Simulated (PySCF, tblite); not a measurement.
# C2H10F3NSi3: geometry, infrared bands and NMR shifts

Aim: predict the infrared bands and NMR shifts of C2H10F3NSi3 (`CN[Si@@H]([SiH3])[SiH2]C(F)(F)F`).

The runs use tblite 0.8.0 and PySCF 2.14.0, with density-fitted response routines of our own; the level of theory stands in each step. All values are computed, except where a source is named. Atoms are numbered from 0 throughout.

## 1. The molecule as given

19 atoms, charge 0, multiplicity 1; geometry from: force field or distance geometry start.

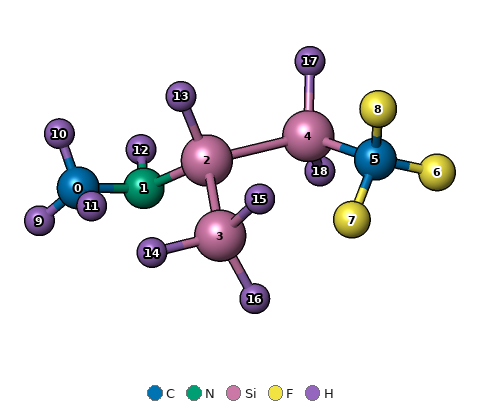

The starting geometry (carbon blue, nitrogen teal, silicon pink, fluorine yellow, hydrogen purple), atoms numbered; sticks join atoms by distance.

## 2. Geometry optimisation with GFN2-xTB

The job: settings as JSON, then the geometry in Å.

```
{"job": {"kind": "relax", "xc": "GFN2-xTB", "basis": "xTB"}, "charge": 0, "multiplicity": 1}
C      2.898300    -0.483100    -0.180800
N      1.639800    -1.139700    -0.573300
Si     0.360300    -0.249600     0.270100
Si     0.198700     1.884500    -0.441300
Si    -1.625800    -1.253700     0.190300
C     -2.904300     0.126500     0.163200
F     -4.067700    -0.310100    -0.400900
F     -2.363900     1.127800    -0.646000
F     -3.053300     0.647000     1.426500
H      3.705500    -0.692700    -0.888600
H      3.174600    -0.846400     0.836600
H      2.652500     0.609400    -0.127600
H      1.643400    -2.123400    -0.165400
H      0.751100    -0.171900     1.688500
H      1.536400     2.510000    -0.417800
H     -0.639300     2.588100     0.550400
H     -0.364800     1.983300    -1.779000
H     -1.774400    -2.033300     1.427900
H     -1.776900    -2.163500    -0.940100
```

Run with:

```sh
$ OMP_NUM_THREADS=1 python probes_run.py task.json out
```

One launch serves the whole session: the jobs run in the order shown.

Output:

```text
step      E/eV     max force
  0    -861.22564    2.222
  1    -861.50520    1.261
  2    -861.73288    0.966
  3    -861.82265    0.821
  4    -861.90126    0.540
  5    -861.95320    0.662
  6    -862.02002    0.638
  7    -862.07404    0.642
  8    -862.13626    0.525
  9    -862.19249    0.614
 10    -862.23361    0.466
 11    -862.25460    0.417
 12    -862.26837    0.346
 13    -862.27993    0.215
 14    -862.28735    0.224
 15    -862.29263    0.176
 16    -862.29807    0.182
 17    -862.30466    0.182
 18    -862.31213    0.244
 19    -862.31937    0.292
 20    -862.32558    0.255
 21    -862.33055    0.184
 22    -862.33419    0.120
 23    -862.33682    0.117
 24    -862.33939    0.160
 25    -862.34261    0.175
 26    -862.34637    0.158
 27    -862.35020    0.144
 28    -862.35382    0.146
 29    -862.35714    0.141
 30    -862.36046    0.129
 31    -862.36395    0.142
 32    -862.36720    0.135
 33    -862.37033    0.139
 34    -862.37347    0.138
 35    -862.37649    0.122
 36    -862.37875    0.095
 37    -862.38012    0.087
 38    -862.38107    0.070
 39    -862.38206    0.087
 40    -862.38310    0.072
 41    -862.38400    0.060
 42    -862.38476    0.081
 43    -862.38556    0.078
 44    -862.38650    0.075
 45    -862.38741    0.060
 46    -862.38803    0.049
 47    -862.38839    0.040
 48    -862.38864    0.034
 49    -862.38890    0.042
 50    -862.38918    0.034
 51    -862.38947    0.043
 52    -862.38973    0.045
 53    -862.38997    0.033
 54    -862.39017    0.030
 55    -862.39036    0.030
 56    -862.39051    0.030
 57    -862.39063    0.023
 58    -862.39076    0.026
 59    -862.39092    0.034
 60    -862.39114    0.051
 61    -862.39139    0.052
 62    -862.39160    0.029
 63    -862.39171    0.023
 64    -862.39178    0.018
 65    -862.39185    0.023
 66    -862.39195    0.029
 67    -862.39212    0.043
 68    -862.39233    0.046
 69    -862.39253    0.029
 70    -862.39268    0.023
 71    -862.39278    0.021
 72    -862.39288    0.031
 73    -862.39299    0.028
 74    -862.39311    0.024
 75    -862.39323    0.027
 76    -862.39336    0.041
 77    -862.39353    0.051
 78    -862.39371    0.041
 79    -862.39384    0.021
 80    -862.39393    0.018
 81    -862.39400    0.027
 82    -862.39408    0.033
 83    -862.39418    0.028
 84    -862.39429    0.023
 85    -862.39440    0.025
 86    -862.39456    0.032
 87    -862.39479    0.046
 88    -862.39510    0.049
 89    -862.39538    0.036
 90    -862.39553    0.022
 91    -862.39561    0.022
 92    -862.39568    0.021
 93    -862.39578    0.026
 94    -862.39594    0.031
 95    -862.39619    0.035
 96    -862.39645    0.030
 97    -862.39662    0.025
 98    -862.39674    0.023
 99    -862.39685    0.025
100    -862.39697    0.023
101    -862.39709    0.030
102    -862.39719    0.014
103    -862.39725    0.012
104    -862.39728    0.012
105    -862.39731    0.011
106    -862.39735    0.012
107    -862.39742    0.017
108    -862.39751    0.024
109    -862.39762    0.029
110    -862.39773    0.030
111    -862.39783    0.024
112    -862.39792    0.023
113    -862.39802    0.021
114    -862.39811    0.021
115    -862.39820    0.024
116    -862.39830    0.026
117    -862.39844    0.042
118    -862.39863    0.048
119    -862.39892    0.052
120    -862.39910    0.031
121    -862.39922    0.031
122    -862.39932    0.035
123    -862.39946    0.036
124    -862.39962    0.031
125    -862.39981    0.032
126    -862.39995    0.029
127    -862.40009    0.032
128    -862.40017    0.019
129    -862.40024    0.013
130    -862.40026    0.013
131    -862.40031    0.015
132    -862.40034    0.018
133    -862.40040    0.016
134    -862.40046    0.019
135    -862.40054    0.025
136    -862.40065    0.029
137    -862.40080    0.031
138    -862.40092    0.035
139    -862.40108    0.027
140    -862.40118    0.026
141    -862.40131    0.025
142    -862.40139    0.025
143    -862.40157    0.025
144    -862.40176    0.028
145    -862.40200    0.035
146    -862.40224    0.037
147    -862.40245    0.031
148    -862.40259    0.023
149    -862.40267    0.022
150    -862.40275    0.028
151    -862.40285    0.031
152    -862.40297    0.031
153    -862.40305    0.025
154    -862.40313    0.022
155    -862.40321    0.025
156    -862.40327    0.017
157    -862.40330    0.014
158    -862.40333    0.010
```

It took 1.3 s on 1 thread of Arm Neoverse V2, shared host; peak memory 0.18 GiB.

Step by step: (not every step is listed)

```csv
step,energy from step 0 (eV),largest force (eV/Å)
0,0.0000,2.2220
1,-0.2796,1.2608
2,-0.5072,0.9660
3,-0.5970,0.8208
4,-0.6756,0.5401
5,-0.7276,0.6616
6,-0.7944,0.6376
7,-0.8484,0.6423
8,-0.9106,0.5246
22,-1.1086,0.1201
36,-1.1531,0.0947
50,-1.1635,0.0342
64,-1.1661,0.0184
78,-1.1681,0.0413
92,-1.1700,0.0211
106,-1.1717,0.0122
120,-1.1735,0.0309
134,-1.1748,0.0195
148,-1.1770,0.0233
153,-1.1774,0.0245
154,-1.1775,0.0225
155,-1.1776,0.0248
156,-1.1776,0.0168
157,-1.1777,0.0144
158,-1.1777,0.0102
```

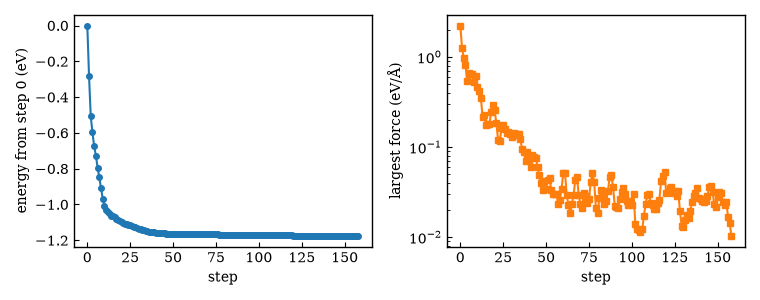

Energy and force, step by step.

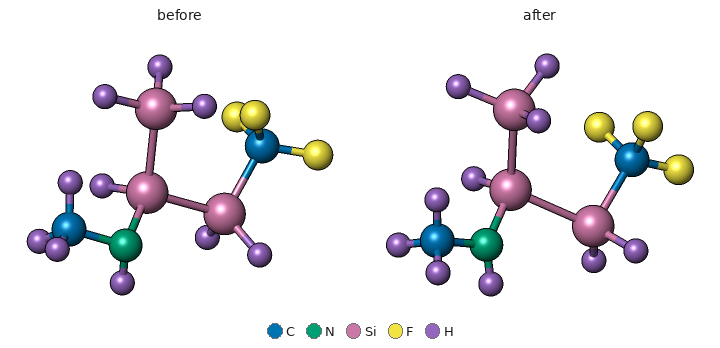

The geometry before (left) and after (right).

Distances of close pairs at the start and the end, largest changes first:

```csv
bond,before (Å),after (Å),change (Å)
Si2–Si4,2.227,2.320,+0.093
Si2–Si3,2.255,2.334,+0.079
Si4–C5,1.882,1.941,+0.060
N1–H12,1.065,1.010,-0.055
N1–Si2,1.772,1.729,-0.043
C5–F7,1.396,1.355,-0.041
C0–H11,1.121,1.088,-0.033
C0–N1,1.473,1.443,-0.029
```

The end geometry stands in the next job.

## 3. Vibrational analysis with GFN2-xTB

The job: settings as JSON, then the geometry in Å.

```
{"job": {"kind": "ir", "xc": "GFN2-xTB", "basis": "xTB"}, "charge": 0, "multiplicity": 1}
C      2.945324    -0.572574    -0.249997
N      1.574941    -1.019644    -0.173650
Si     0.313188    -0.046140     0.497257
Si     0.436994     2.089688    -0.435612
Si    -1.557032    -1.349982     0.068508
C     -3.012908    -0.087381     0.304229
F     -4.241233    -0.634503     0.290904
F     -3.015913     0.863469    -0.660961
F     -2.920222     0.590635     1.474494
H      3.485209    -1.140376    -1.008973
H      3.474138    -0.678075     0.703417
H      2.956369     0.478738    -0.530230
H      1.530751    -2.019764    -0.043261
H      0.423998     0.059403     1.983298
H      1.555780     2.865048     0.121160
H     -0.785312     2.844335    -0.171990
H      0.648561     2.057216    -1.886455
H     -1.966285    -2.425629     0.982671
H     -1.856150    -1.865216    -1.272271
```

Output:

```text
mode    cm-1     km/mol
  1      11.9      0.30
  2      29.4      0.13
  3      50.4      1.08
  4      74.4      1.43
  5      81.2      0.29
  6     107.4      1.62
  7     121.7      1.95
  8     137.4      1.23
  9     177.2      6.56
 10     186.9      0.63
 11     209.3      2.86
 12     303.8      9.44
 13     338.5     15.17
 14     378.5     20.76
 15     400.9     32.88
 16     439.4     33.42
 17     443.6     29.21
 18     452.1      2.21
 19     457.9      8.33
 20     495.3     44.57
 21     524.4     26.67
 22     597.1     31.65
 23     619.9    595.21
 24     643.0    200.73
 25     654.5      3.86
 26     700.6    117.89
 27     778.9    520.63
 28     792.9     18.01
 29     799.4    289.50
 30     806.7     15.23
 31     819.2    195.84
 32    1001.5    174.31
 33    1026.0    215.38
 34    1061.9     33.56
 35    1108.7      4.61
 36    1145.0    145.69
 37    1154.2     32.72
 38    1356.8     43.74
 39    1424.2      0.23
 40    1490.2      2.82
 41    1503.2      2.35
 42    1973.1    261.44
 43    2194.2    293.90
 44    2208.0    278.00
 45    2230.2    232.76
 46    2239.6    290.04
 47    2287.3    253.85
 48    2914.9     60.44
 49    2986.2     44.39
 50    3024.0     25.25
 51    3428.5      4.58
```

Run time: 0.86 s. Hardware: 1 thread of Arm Neoverse V2, shared host; peak memory 0.18 GiB.

Which atoms move in the most intense modes:

```csv
cm⁻¹,km/mol,atoms
620,595.2,"H13 63 %, H17 17 %"
779,520.6,"H16 28 %, H15 24 %, H14 17 %"
799,289.5,"H15 29 %, H16 25 %, H18 12 %, H17 12 %"
1973,261.4,H13 97 %
2194,293.9,H14 96 %
2208,278.0,"H17 84 %, H18 10 %"
2240,290.0,H18 82 %
2287,253.8,H15 97 %
```

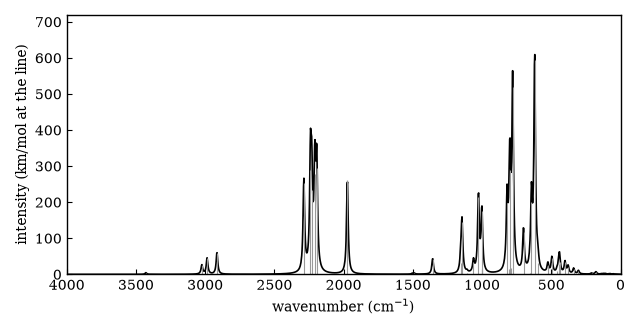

The infrared spectrum from these modes, unscaled. Lines are broadened to a width of 14 cm⁻¹ (Lorentzian).

## 4. Nuclear shieldings: PBE0/pcSseg-1

Same as in step 3 but for these lines:

```diff
@@ -1,2 +1,2 @@
-{"job": {"kind": "ir", "xc": "GFN2-xTB", "basis": "xTB"}, "charge": 0, "multiplicity": 1}
+{"job": {"kind": "nmr", "xc": "PBE0", "basis": "pcSseg-1"}, "charge": 0, "multiplicity": 1}
 C      2.945324    -0.572574    -0.249997
```

With the program's defaults for keys left out, this is: GIAO PBE0/pcSseg-1 NMR shielding, non-relativistic, gas phase.

Output:

```text
coarse grid: 17568 points
cycle   1  E = -1303.9101131347  dE =  8.068e-01  |g| = 8.916e-01  |ddm| = 3.821e+00
cycle   2  E = -1303.7474343116  dE =  1.627e-01  |g| = 1.356e+00  |ddm| = 1.365e+00
cycle   3  E = -1304.0492067383  dE = -3.018e-01  |g| = 5.049e-02  |ddm| = 8.933e-01
cycle   4  E = -1304.0496189397  dE = -4.122e-04  |g| = 2.925e-02  |ddm| = 8.906e-02
cycle   5  E = -1304.0497933873  dE = -1.744e-04  |g| = 1.084e-02  |ddm| = 3.829e-02
cycle   6  E = -1304.0498144952  dE = -2.111e-05  |g| = 1.704e-03  |ddm| = 8.975e-03
cycle   7  E = -1304.0498151425  dE = -6.472e-07  |g| = 4.734e-04  |ddm| = 2.096e-03
final grid: 157720 points
cycle   8  E = -1304.1161746292  dE = -4.126e-05  |g| = 8.300e-03  |ddm| = 2.220e-02
cycle   9  E = -1304.1161633976  dE =  1.123e-05  |g| = 1.136e-02  |ddm| = 1.651e-02
cycle  10  E = -1304.1161889292  dE = -2.553e-05  |g| = 8.553e-04  |ddm| = 9.702e-03
cycle  11  E = -1304.1161890576  dE = -1.283e-07  |g| = 3.037e-04  |ddm| = 8.824e-04
cycle  12  E = -1304.1161890763  dE = -1.871e-08  |g| = 7.280e-05  |ddm| = 2.535e-04
cycle  13  E = -1304.1161890771  dE = -7.585e-10  |g| = 2.815e-05  |ddm| = 8.165e-05
converged SCF energy = -1304.1161890771

GIAO shielding tensors (ppm)
atom      isotropic    diamagn.    paramagn.     s11        s22        s33       span
  0 C      150.223     242.447     -92.224    128.955    136.191    185.521     56.566
  1 N      259.364     324.543     -65.180    216.436    252.893    308.761     92.326
  2 Si     393.362     882.231    -488.869    323.817    369.740    486.528    162.711
  3 Si     463.328     881.543    -418.215    447.906    463.610    478.468     30.563
  4 Si     420.874     881.045    -460.171    400.423    408.048    454.153     53.730
  5 C       44.247     253.551    -209.303     37.110     40.770     54.863     17.753
  6 F      233.661     468.994    -235.333    137.692    240.230    323.062    185.370
  7 F      234.855     477.061    -242.207    130.796    248.170    325.598    194.802
  8 F      232.489     477.519    -245.029    130.797    244.569    322.102    191.305
  9 H       28.704      27.275       1.430     23.643     26.255     36.215     12.572
 10 H       28.837      27.411       1.426     23.872     26.439     36.200     12.328
 11 H       29.393      29.318       0.075     24.390     29.643     34.146      9.756
 12 H       32.300      34.009      -1.709     21.141     32.868     42.891     21.750
 13 H       26.041      30.842      -4.801     22.709     24.546     30.867      8.157
 14 H       27.797      29.643      -1.846     24.310     25.804     33.277      8.966
 15 H       28.076      30.086      -2.009     23.926     27.377     32.925      8.999
 16 H       28.015      30.092      -2.077     25.196     25.444     33.405      8.209
 17 H       27.450      28.940      -1.490     23.839     26.073     32.438      8.600
 18 H       27.605      29.510      -1.906     24.399     26.066     32.349      7.950
```

Run time: 43 s. Hardware: 1 thread of Arm Neoverse V2, shared host; peak memory 0.97 GiB.

Shifts follow as δ = σ(reference) − σ, with reference shieldings (ppm) from runs at the same level and on the same kind of geometry: ¹H TMS 31.72, ¹³C TMS 186.9, ²⁹Si TMS 349.2, ¹⁹F CFCl3 170.9, ¹⁵N NH3 267.7. The references are single molecules in the gas phase, so shifts against H2O, NH3, PH3, H3PO4 or CFCl3 are not on the usual liquid scales and can be off by tens of ppm. Atoms listed in one row are averaged.

```
        atoms                              environment  σ (ppm)  δ (ppm)  δ scaled to CDCl3
           C5                               CF3 carbon     44.2    142.7              137.3
           C0                methyl carbon bonded to N    150.2     36.7               33.9
          H13  hydrogen on a silicon bonded to N, 2 Si    26.04     5.68                  –
          H17    hydrogen on a silicon bonded to C, Si    27.45     4.27                  –
          H18    hydrogen on a silicon bonded to C, Si    27.60     4.11                  –
H14, H15, H16       hydrogen on a silicon bonded to Si    27.96     3.75                  –
 H9, H10, H11  hydrogen on a methyl carbon bonded to N    28.98     2.74               2.69
          H12   hydrogen on a nitrogen bonded to C, Si    32.30    -0.58                  –
           N1              nitrogen bonded to C, Si, H    259.4      8.4                  –
          Si2             silicon bonded to N, 2 Si, H    393.4    -44.2                  –
          Si4             silicon bonded to C, Si, 2 H    420.9    -71.7                  –
          Si3                silicon bonded to Si, 3 H    463.3   -114.2                  –
   F6, F7, F8                  fluorine of a CF3 group    233.7    -62.7                  –
```

The scaled column applies a straight-line fit of computed shieldings to shifts measured in CDCl3, and one for carbons that bear F (root-mean-square error 0.16 ppm for H, 1.9 ppm for C).

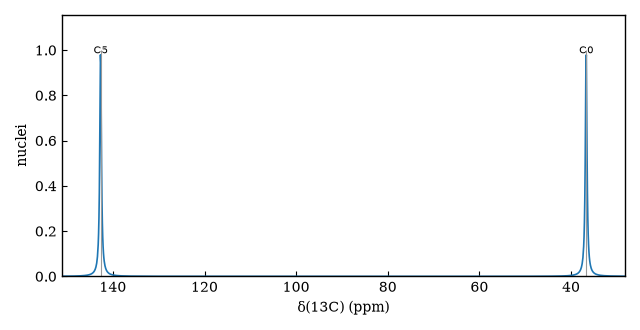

¹³C lines at the computed shifts, without couplings. Lines are broadened to a width of 0.42 ppm (Lorentzian).

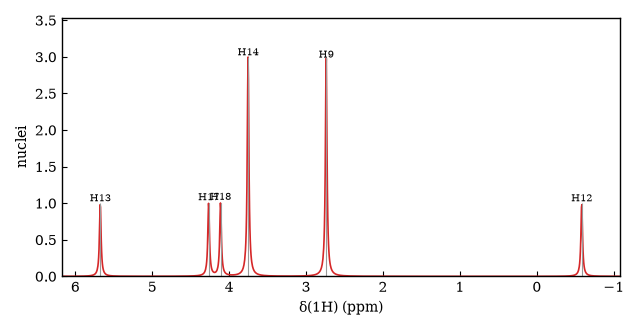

¹H lines at the computed shifts, without couplings. Lines are broadened to a width of 0.03 ppm (Lorentzian).

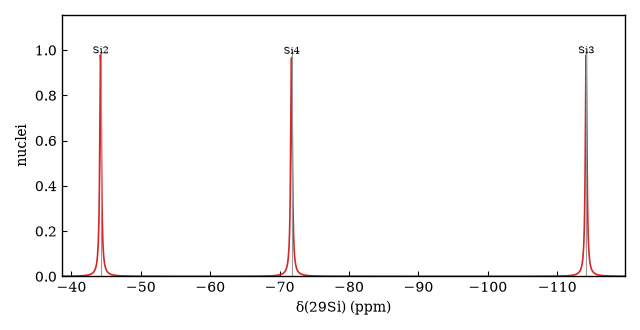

²⁹Si lines at the computed shifts, without couplings. Lines are broadened to a width of 0.28 ppm (Lorentzian).

The run also stored atomic charges by several schemes (e):

| atoms | Mulliken | IAO | Hirshfeld | ESP fit |
| --- | --- | --- | --- | --- |
| C0 | -0.10 | -0.29 | -0.07 | -0.27 |
| N1 | -0.69 | -0.67 | -0.25 | -0.62 |
| Si2 | 0.29 | 0.48 | 0.22 | 0.39 |
| Si3 | 0.17 | 0.28 | 0.22 | 0.14 |
| Si4 | 0.33 | 0.41 | 0.23 | -0.08 |
| C5 | 0.52 | 0.56 | 0.16 | 0.45 |
| F6, F7, F8 | -0.28 | -0.29 | -0.11 | -0.19 |

IAO charges:

C0 -0.29; N1 -0.67; Si2 0.48; Si3 0.28; Si4 0.41; C5 0.56; F6 -0.28; F7 -0.29; F8 -0.29; H9 0.15; H10 0.12; H11 0.14; H12 0.25; H13 -0.13; H14 -0.09; H15 -0.08; H16 -0.09; H17 -0.08; H18 -0.08

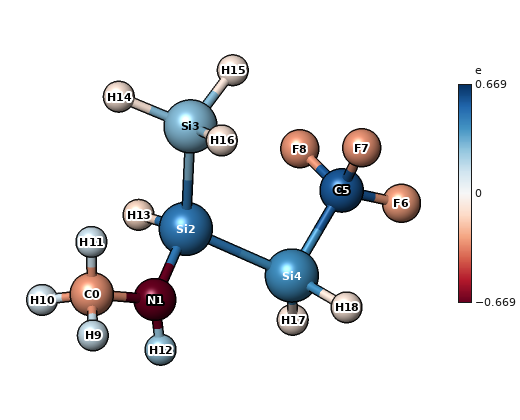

IAO charges, as colours on the atoms.

Mayer bond orders: C0–N1 0.97, N1–Si2 0.98, Si2–Si3 0.90, Si2–Si4 0.90, Si4–C5 0.81, C5–F6 0.98, C5–F7 0.95, C5–F8 0.95.

## 5. Outcome

| quantity | value |
| --- | --- |
| strongest single infrared mode (GFN2-xTB) | 620 cm⁻¹, 595 km/mol |
| zero-point energy (GFN2-xTB) | 72.0 kcal/mol |
| ¹³C shifts against TMS (PBE0/pcSseg-1) | 142.7, 36.7 ppm |
| ¹H shifts against TMS (PBE0/pcSseg-1, means over atoms taken as alike) | 5.68, 4.27, 4.11, 3.75, 2.74, -0.58 ppm |
| ¹⁵N shifts against NH3 (PBE0/pcSseg-1) | 8.4 ppm |
| ²⁹Si shifts against TMS (PBE0/pcSseg-1) | -44.2, -71.7, -114.2 ppm |
| ¹⁹F shifts against CFCl3 (PBE0/pcSseg-1, means over atoms taken as alike) | -62.7 ppm |

The optimisation took 158 steps and gained 1.178 eV; among the close pairs (by a distance rule), Si2–Si4 changed most, from 2.227 to 2.320 Å. All 51 modes are real, so the xTB geometry is a minimum. The strongest single mode, at 620 cm⁻¹, moves mainly H13. GFN2-xTB is a fitted tight-binding method: band positions and strengths are rough. Its intensities can rank the bands wrongly. At PBE0/pcSseg-1: The widest tensor belongs to F6, F7, F8: span 190 ppm, with a paramagnetic part of -241 ppm.
